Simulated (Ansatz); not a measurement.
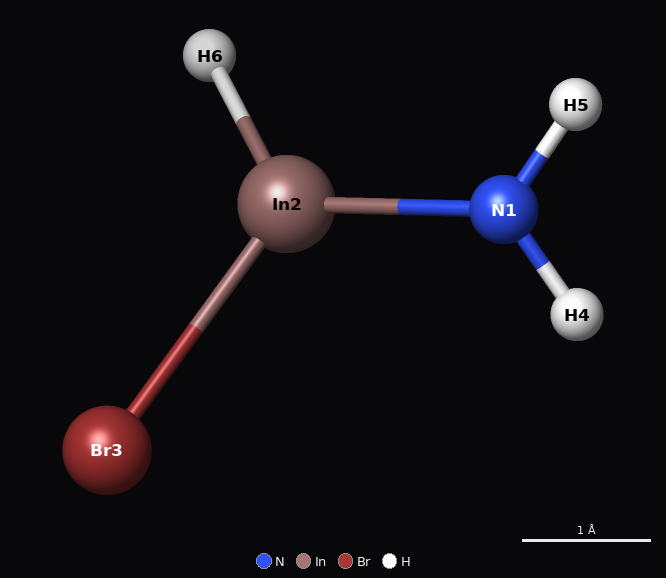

The picture comes from a calculation with Ansatz.

Atoms carry their numbers in the input. Geometry: moved along internal coordinates away from the minimum.

List the bonds and their lengths.

```csv
bond,length (Å)
N1–In2,1.996
N1–H4,1.008
N1–H5,1.007
In2–Br3,2.479
In2–H6,1.695
```
